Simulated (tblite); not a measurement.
## Molecular dynamics of C₃H₅F₃NSi (charge +1) (part 1 of 2)

C₃H₅F₃NSi, charge +1, SMILES FC(F)(F)CC#[N+][SiH3], computed with GFN2-xTB Langevin dynamics, gas phase (tblite 0.8.0).

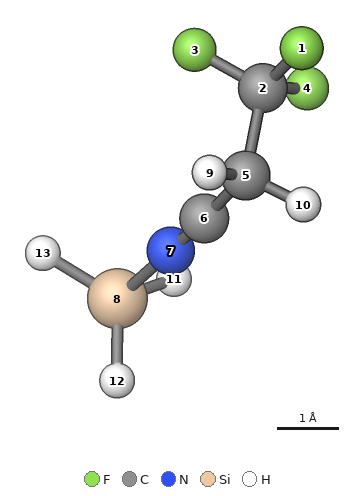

Figure 1. The starting structure (ball-and-stick view, seen at a tilt; atoms are numbered from 1 in the order of the input).

Input:
```
{"job": {"dt": 1.5, "steps": 8000, "equilibration": 400, "friction": 0.005, "h_mass": 4.0, "temperature": 600, "xc": "GFN2-xTB", "basis": "xTB", "kind": "md"}, "charge": 1, "multiplicity": 1}
F     -3.396950     0.015094     0.448245
C     -2.123187     0.351037     0.375898
F     -1.995205     1.367377    -0.470885
F     -1.720250     0.762587     1.573844
C     -1.275375    -0.867002    -0.098243
C      0.089529    -0.511770    -0.171945
N      1.186071    -0.175795    -0.214266
Si     2.921934     0.433290    -0.257796
H     -1.645312    -1.183050    -1.083093
H     -1.420861    -1.687323     0.617688
H      2.988188     0.977577     1.090319
H      3.579743    -0.841121    -0.508818
H      2.794123     1.361044    -1.371859
```

The first line tells a small driver script what to run in tblite; the rest is the geometry in Å.

Hardware: 1 CPU thread, shared host.

Command:
```bash
OMP_NUM_THREADS=1 python <driver script> task.json out
```

Output:
```
t/fs     T/K   E - E0/eV
     0.0    666.9    -0.0000
   525.0    471.8     0.8523
  1050.0    517.2     0.7715
  1575.0    709.6     0.7277
  2100.0    628.0     0.8466
  2625.0    525.8     0.8452
  3150.0    774.2     0.5057
  3675.0    632.5     0.8210
  4200.0    440.2     0.7851
  4725.0    552.2     0.7514
  5250.0    765.0     0.9901
  5775.0    659.9     0.5948
  6300.0    667.9     0.7789
  6825.0    547.0     0.7684
  7350.0    734.9     0.8976
  7875.0    888.5     0.7050
  8400.0    775.0     0.7380
  8925.0    669.5     0.5856
  9450.0    517.3     0.6928
  9975.0    638.5     1.2229
 10500.0    619.4     1.1715
 11025.0    619.7     0.8153
 11550.0    482.4     0.7110
 12075.0    837.2     0.8505
 12600.0    644.0     0.5311
```

Trajectory as extended XYZ (Å, eV, eV/Å), 25 frames, from step=0 to step=8400:
```
13
Properties=species:S:1:pos:R:3:forces:R:3 step=0 time_fs=0.0 energy=-744.98222 temperature=666.9
F    -3.3970    0.0151    0.4482   -0.0010  -0.0010  -0.0020
C    -2.1232    0.3510    0.3759   -0.0010   0.0010   0.0010
F    -1.9952    1.3674   -0.4709    0.0000   0.0000   0.0000
F    -1.7203    0.7626    1.5738    0.0020   0.0000  -0.0010
C    -1.2754   -0.8670   -0.0982    0.0000   0.0000   0.0020
C     0.0895   -0.5118   -0.1719    0.0000   0.0000   0.0020
N     1.1861   -0.1758   -0.2143    0.0000  -0.0020  -0.0030
Si    2.9219    0.4333   -0.2578    0.0010   0.0000   0.0000
H    -1.6453   -1.1830   -1.0831    0.0010   0.0020   0.0010
H    -1.4209   -1.6873    0.6177    0.0000  -0.0020  -0.0010
H     2.9882    0.9776    1.0903    0.0010   0.0010   0.0000
H     3.5797   -0.8411   -0.5088   -0.0020   0.0010   0.0000
H     2.7941    1.3610   -1.3719    0.0000   0.0000   0.0010
13
Properties=species:S:1:pos:R:3:forces:R:3 step=350 time_fs=525.0 energy=-744.12989 temperature=471.8
F    -3.0852    1.1000    1.3594    1.1540   0.0740  -0.7930
C    -1.9992    1.1937    0.5371   -1.7120   3.4000  -0.6380
F    -2.4946    1.3975   -0.7151    0.5660  -0.6040   1.0210
F    -1.3712    2.3908    0.8334   -0.5290  -1.3370  -0.0210
C    -1.0991    0.0236    0.6865   -1.3450  -2.3550   1.4380
C     0.2795    0.2329    0.7801   -1.7590  -0.1240  -0.4300
N     1.3952    0.3636    0.6091    0.9230   0.3060   0.2580
Si    3.0360   -0.0271    0.1302    1.4150  -0.3870  -2.2090
H    -1.3205   -0.7379   -0.1366    0.3010   0.6990   0.7880
H    -1.5641   -0.4017    1.6885    1.1890   0.0930  -1.3530
H     3.5792   -0.7248    1.2668    0.0170  -0.0050   0.3200
H     2.6571   -1.0248   -1.0590    0.2980   1.0040   1.1680
H     3.6294    1.2704   -0.3627   -0.5170  -0.7630   0.4500
13
Properties=species:S:1:pos:R:3:forces:R:3 step=700 time_fs=1050.0 energy=-744.21073 temperature=517.2
F    -3.0977    2.2512    0.4869    1.1990  -1.1150  -1.7140
C    -2.0888    2.0280   -0.4740   -1.0970   2.4660   1.8770
F    -2.5218    2.4458   -1.6501    0.0320  -0.3580   0.5570
F    -1.1478    2.9105   -0.0313   -0.2010   0.1050  -0.5550
C    -1.4215    0.6733   -0.5128   -0.7570  -0.8410   0.1070
C    -0.1604    0.7463    0.0645    3.5240   0.4290   1.9240
N     0.8492    0.8224    0.6505   -1.8840  -0.1410  -1.4330
Si    2.7041    0.4972    0.9367   -0.5770   0.4700  -1.1260
H    -1.3438    0.4127   -1.5630   -0.0560  -0.4350  -0.3720
H    -1.8777   -0.1292    0.0927   -0.6650   0.1240  -0.3730
H     3.3846    1.6193    0.2129   -0.3180  -0.5280   0.4240
H     2.6096    0.5669    2.3756    0.1480  -0.2010   0.1490
H     2.4279   -0.6428    0.0088    0.6520   0.0250   0.5350
13
Properties=species:S:1:pos:R:3:forces:R:3 step=1050 time_fs=1575.0 energy=-744.25452 temperature=709.6
F    -1.7294    2.4084   -0.0545    0.3350   0.5040   1.5000
C    -1.7210    2.1558   -1.3098   -1.4220  -0.0450  -2.2760
F    -3.0750    2.0244   -1.6486    2.0670   0.0770  -0.0170
F    -1.1895    3.1911   -2.0093   -0.6450  -0.9820   0.7290
C    -0.9186    0.8333   -1.6314   -3.0880  -0.2830   0.6080
C     0.1656    0.7413   -0.8176    2.8090  -1.4600   2.5330
N     0.8939    0.3722    0.0146   -0.6310   0.8540  -1.0790
Si    1.6212    0.0532    1.6980    0.6490  -0.5690  -0.6410
H    -0.8098    0.7285   -2.6750    0.3800   0.0160  -1.3110
H    -1.5222   -0.0860   -1.2510    0.2190   1.1390  -0.6570
H     3.0248   -0.3926    1.4429   -0.6000   0.3200   0.0400
H     1.4562    1.4551    2.0435   -0.0850  -0.0390   0.3900
H     0.7971   -1.1537    1.9260    0.0130   0.4660   0.1820
13
Properties=species:S:1:pos:R:3:forces:R:3 step=1400 time_fs=2100.0 energy=-744.13557 temperature=628.0
F    -1.5317    1.6113    0.3995   -0.2610   0.8770   0.2960
C    -0.5643    2.0976   -0.4183   -1.4620  -0.0220   0.1590
F    -1.1749    2.8898   -1.3381    0.9320  -1.0300   0.8140
F     0.2503    2.8309    0.3134    0.0600  -0.2660  -0.3650
C    -0.0120    0.7729   -0.9781   -0.1690  -1.2100  -0.7830
C     0.4944   -0.0904    0.0427   -0.7710   1.0380  -0.0100
N     0.6928   -0.6344    1.0364    0.0840  -0.3110  -0.1570
Si    1.6700   -1.2208    2.4591    0.7370  -1.1760   1.1180
H     0.6616    0.8804   -1.8024    0.9090   0.3460  -0.4650
H    -0.8751    0.2239   -1.4596    0.2560   0.4530   0.4330
H     2.7439   -0.3943    1.9875    0.8240   0.1360  -0.3130
H     1.2854   -0.4919    3.6957   -0.4730  -0.4980  -0.5220
H     1.9519   -2.7719    2.4553   -0.6660   1.6620  -0.2050
13
Properties=species:S:1:pos:R:3:forces:R:3 step=1750 time_fs=2625.0 energy=-744.13700 temperature=525.8
F    -1.2434    2.7560    0.9919   -3.5980   0.6090   4.1860
C    -0.4767    2.2730    0.1622    1.8270   0.7620  -3.4250
F    -0.6903    3.1058   -0.8918    0.1600  -0.9160  -1.1470
F     0.7397    2.6278    0.5562    1.1570  -0.9080   0.1510
C    -0.6403    0.7588   -0.1978    1.5690   0.7880   0.2150
C    -0.0812    0.0485    0.9180    0.2450  -0.2320  -1.2300
N     0.4596   -0.5502    1.7338   -0.3460  -0.4760   0.1940
Si    1.3579   -1.8799    2.7824    0.2960  -0.0100  -1.1420
H    -0.0900    0.6515   -1.2052   -0.6020  -0.2880   1.4100
H    -1.6741    0.4722   -0.2641   -0.6440   0.0850  -0.3180
H     0.4501   -2.3860    3.7974   -0.0640   0.1490  -0.0800
H     1.6910   -2.8393    1.6308   -0.2760   0.7310   0.8530
H     2.2903   -0.7873    3.0366    0.2760  -0.2940   0.3330
13
Properties=species:S:1:pos:R:3:forces:R:3 step=2100 time_fs=3150.0 energy=-744.47651 temperature=774.2
F    -0.3499    3.9562    2.5968    0.9140   1.2750   0.5510
C    -0.1429    3.5339    1.3797   -0.4190  -0.7040  -1.6960
F    -0.3661    4.4221    0.4097   -0.7220   0.2690   0.7680
F     1.1333    3.1969    1.1119   -0.5280  -0.4850   1.0940
C    -1.1851    2.3508    1.3022    0.7740  -0.9360  -1.9590
C    -0.7245    1.3025    2.1072   -0.6150   0.8760  -0.2010
N    -0.3594    0.5014    2.8247    0.7640  -1.4340   1.4100
Si    0.5995   -0.5615    4.0699    0.6190  -0.0760  -0.8540
H    -1.2547    1.9074    0.2761    0.1310   0.4740   0.1950
H    -2.1904    2.6575    1.5558   -0.2140   0.4260   0.3030
H     1.2963   -1.3329    3.0201   -0.1930   0.0420   0.1730
H     1.5189    0.5051    4.4972   -0.4140  -0.1130   0.2130
H    -0.3511   -1.3786    4.8096   -0.0970   0.3880   0.0020
13
Properties=species:S:1:pos:R:3:forces:R:3 step=2450 time_fs=3675.0 energy=-744.16125 temperature=632.5
F     0.0020    6.0775    3.3835   -1.6100  -1.9810  -0.3970
C    -0.8585    5.0319    2.9403   -1.1110   2.7140   1.9980
F    -1.7077    5.5793    2.0896    0.2240   0.0990  -0.1180
F    -0.1545    4.1478    2.3815    1.7180  -1.3770  -1.5060
C    -1.7308    4.3394    4.1036    1.5160   0.8740   0.4920
C    -1.2214    3.0490    4.2765    0.8230  -1.0940  -0.0210
N    -0.7283    2.0090    4.2285    0.3010  -0.3370   0.4700
Si    0.4711    0.5263    4.6009    0.2090   0.9390   1.2290
H    -2.7426    4.1918    3.7974   -0.9960   0.5200  -0.2810
H    -1.6221    4.9117    5.0523   -0.3070  -0.1120  -0.4650
H     1.4375    1.2390    5.4591    0.1610   0.3470  -0.5480
H    -0.1461   -0.1369    5.7284   -0.7880  -0.4570  -0.2750
H     0.8933    0.0874    3.3163   -0.1420  -0.1350  -0.5780
13
Properties=species:S:1:pos:R:3:forces:R:3 step=2800 time_fs=4200.0 energy=-744.19710 temperature=440.2
F    -0.1179    5.0431    3.3702    2.8280   1.0840  -0.2680
C    -1.3852    4.9455    3.2002   -0.2100  -2.3780   1.9370
F    -1.9599    6.0693    3.2576   -1.0750   2.1890  -0.0800
F    -1.6065    4.3477    2.0844   -0.4680  -0.6680  -1.8540
C    -1.8578    3.9907    4.4193   -0.3940   4.0860  -0.0520
C    -0.8801    3.0620    4.5832    1.5820  -2.0430   0.6340
N    -0.0460    2.2635    4.6147   -0.0650   0.1690   0.0420
Si    1.1786    0.7524    4.6656   -0.3620   1.1740  -0.5850
H    -2.7506    3.6594    4.0159   -2.1150  -1.3100  -0.1920
H    -2.0730    4.8105    5.1929    0.4420  -1.5110  -0.2070
H     1.2778    0.8181    6.0987    0.2590  -0.1110   0.3590
H     0.0943   -0.0557    4.1535    0.0340  -0.4470  -0.1680
H     2.2584    1.2258    3.7591   -0.4560  -0.2340   0.4330
13
Properties=species:S:1:pos:R:3:forces:R:3 step=3150 time_fs=4725.0 energy=-744.23086 temperature=552.2
F    -0.3933    6.8126    3.8966   -0.4390   2.0730   0.8390
C    -0.6450    5.6376    3.4872    0.9210  -2.3470   1.2960
F    -1.3590    5.5852    2.4397   -1.2350   0.4850  -2.0690
F     0.5847    5.1573    3.1677    0.6200  -0.0320  -0.7630
C    -1.2695    4.6205    4.5526    1.9900   0.0040  -1.0660
C    -0.1946    3.6402    4.6134   -0.4320  -1.3920  -0.1260
N     0.6143    2.8190    4.4723   -0.6540   1.1710   0.3860
Si    2.3583    2.1636    3.8608   -0.5780  -0.9600   2.2450
H    -2.2196    4.2928    4.1301    0.0480  -0.4380   0.2440
H    -1.3885    5.1593    5.4573   -0.2680   0.2890   1.1390
H     3.1894    2.9834    4.7229    0.1090  -0.0190   0.1180
H     2.1366    0.7350    4.2097    0.1170   0.5720  -0.1630
H     2.1291    2.6521    2.5941   -0.1990   0.5930  -2.0780
13
Properties=species:S:1:pos:R:3:forces:R:3 step=3500 time_fs=5250.0 energy=-743.99208 temperature=765.0
F    -1.9656    5.5819    2.7920   -1.4780   0.3120  -1.6780
C    -1.0614    5.4346    3.6436    2.6280   2.5260   1.6920
F     0.2252    5.5935    2.9419   -2.4060  -0.2290   1.6450
F    -1.1876    6.5112    4.5886    0.6200  -1.8320  -1.8200
C    -1.1192    4.1227    4.3968   -0.3930   0.4830   2.3110
C    -0.1827    3.2759    3.8076   -0.3740  -1.6350  -0.2100
N     0.4208    2.4396    3.2990    0.7930  -0.0040  -0.1110
Si    2.0639    1.5544    2.8025   -0.3050   0.0060   0.6700
H    -2.1945    3.7524    4.5055    1.1770   0.1790  -0.5460
H    -0.8175    4.3167    5.5082   -0.1880  -0.1960  -1.4430
H     1.9988    0.2380    3.4135   -0.1490  -0.0250   0.3870
H     1.8702    1.2727    1.4113   -0.0660   0.4390  -0.5850
H     2.8377    2.5254    3.5755    0.1400  -0.0230  -0.3120
13
Properties=species:S:1:pos:R:3:forces:R:3 step=3850 time_fs=5775.0 energy=-744.38745 temperature=659.9
F     0.2321    5.4890    1.7512    0.6210  -0.2420  -2.2560
C    -0.4832    5.7452    2.7894    1.4590  -0.7420   2.1960
F     0.4213    6.1857    3.6765    0.2020   0.8100   0.7000
F    -1.3557    6.6704    2.5687   -0.6850   0.1200  -0.0850
C    -1.0160    4.4031    3.3613    0.1810  -0.8660  -1.3020
C    -0.0468    3.3466    3.5879   -1.7620   2.6020  -0.6940
N     0.7692    2.5877    3.7997    1.5500  -0.9250   0.1000
Si    2.5831    2.0267    4.1692   -1.1290  -0.5530   0.2800
H    -1.7150    4.1805    2.5679   -0.4820  -0.9320  -0.4340
H    -1.5991    4.5518    4.2196   -0.7000   0.3410   1.5720
H     2.1223    1.9372    5.5910    0.5690  -0.0580  -0.4350
H     2.4368    0.7538    3.3877    0.2800   0.7020   0.3610
H     3.3721    3.1925    3.7632   -0.1070  -0.2560  -0.0040
13
Properties=species:S:1:pos:R:3:forces:R:3 step=4200 time_fs=6300.0 energy=-744.20329 temperature=667.9
F     1.0882    6.3845    2.4321    1.2220   0.0870   0.3170
C    -0.1961    6.3202    2.2493   -1.9060  -1.0930   0.3800
F    -0.7878    7.2512    2.9687   -0.0270   0.8490  -0.3090
F    -0.3879    6.4886    0.9459   -0.5130  -0.2960   0.6180
C    -0.7926    4.9268    2.9350    3.3060   0.8490  -2.0220
C     0.4033    4.2989    3.3667   -1.5350  -0.1530   0.4670
N     1.2214    3.5926    3.7186    1.6580  -1.1020   0.7300
Si    2.3650    2.1849    4.3259   -1.5690  -0.6480   0.2120
H    -1.1462    4.1870    2.2541   -0.8280  -0.2480  -1.0860
H    -1.4804    5.1024    3.6960   -1.0780   0.6290   1.2500
H     1.8638    1.8230    5.6698    0.1500   0.4460  -0.2520
H     1.7709    1.1938    3.4187    0.2070   0.1580  -0.1270
H     3.6372    2.7455    4.1262    0.9150   0.5220  -0.1780
```
